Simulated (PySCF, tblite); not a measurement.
# C4H10BN: geometry, infrared bands and NMR shifts

What infrared bands and NMR shifts should C4H10BN (`[BH3-][NH2+]CCC#C`) show?

The runs use tblite 0.8.0 and PySCF 2.14.0, with density-fitted response routines of our own; the level of theory stands in each step. All values are computed, except where a source is named. Atoms count from 0, in the outputs and in this text.

## 1. The molecule as given

16 atoms, charge 0, multiplicity 1; geometry from: force field or distance geometry start.

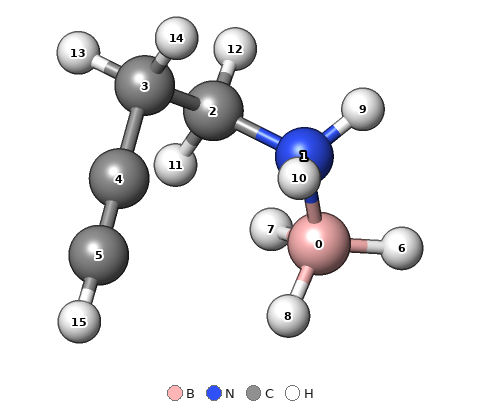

The starting geometry (boron pink, nitrogen blue, carbon grey, hydrogen white), atoms numbered.

## 2. Relaxing the molecule with GFN2-xTB

The job: settings as JSON, then the geometry in Å.

```
{"job": {"kind": "relax", "xc": "GFN2-xTB", "basis": "xTB"}, "charge": 0, "multiplicity": 1}
B     -1.723900    -0.877800     0.160800
N     -0.948900     0.355700    -0.314700
C     -0.138300     0.748700     0.856800
C      1.283700     1.052000     0.511000
C      1.850200    -0.198500    -0.038800
C      2.318000    -1.226400    -0.509500
H     -2.871500    -0.811100    -0.160900
H     -1.722700    -0.869300     1.364200
H     -1.169900    -1.873900    -0.173400
H     -1.645300     1.097800    -0.536200
H     -0.350700     0.142200    -1.152700
H     -0.132800    -0.120600     1.570800
H     -0.693100     1.568900     1.368300
H      1.810800     1.320400     1.456400
H      1.402600     1.824900    -0.268200
H      2.724400    -2.124200    -0.877800
```

On the command line:

```console
> OMP_NUM_THREADS=1 python probes_run.py task.json out
```

The driver reads the jobs from task.json and runs them one after another.

**Question.** This job is followed by: GFN2-xTB harmonic vibrations, gas phase; GIAO PBE0/pcSseg-1 NMR shielding, non-relativistic, gas phase. What will the session give for the following? strongest single infrared mode (GFN2-xTB); zero-point energy (GFN2-xTB); ¹³C shifts against TMS (PBE0/pcSseg-1); ¹H shifts against TMS (PBE0/pcSseg-1, means over atoms taken as alike); ¹¹B shifts against BF3·OEt2 (PBE0/pcSseg-1); ¹⁵N shifts against NH3 (PBE0/pcSseg-1); surface potential, least and greatest.

**Answer**, as computed:

| quantity | value |
| --- | --- |
| strongest single infrared mode (GFN2-xTB) | 2435 cm⁻¹, 318 km/mol |
| zero-point energy (GFN2-xTB) | 83.5 kcal/mol |
| ¹³C shifts against TMS (PBE0/pcSseg-1) | 84.8, 80.0, 49.1, 23.0 ppm |
| ¹H shifts against TMS (PBE0/pcSseg-1, means over atoms taken as alike) | 3.01, 2.84, 2.43, 1.98, 1.63 ppm |
| ¹¹B shifts against BF3·OEt2 (PBE0/pcSseg-1) | -24.1 ppm |
| ¹⁵N shifts against NH3 (PBE0/pcSseg-1) | 58.5 ppm |
| surface potential, least and greatest | -1.70 V and 2.23 V |

What this shows: The optimisation took 103 steps and gained 0.822 eV; among the close pairs (by a distance rule), B0–N1 changed most, from 1.532 to 1.644 Å. All 42 modes are real, so the xTB geometry is a minimum. The strongest single mode, at 2435 cm⁻¹, moves mainly H6 and H7. Unscaled tight-binding wavenumbers are off by several per cent, some by more. Its intensities can rank the bands wrongly. At PBE0/pcSseg-1: The widest tensor belongs to C4: span 291 ppm, with a paramagnetic part of -164 ppm.
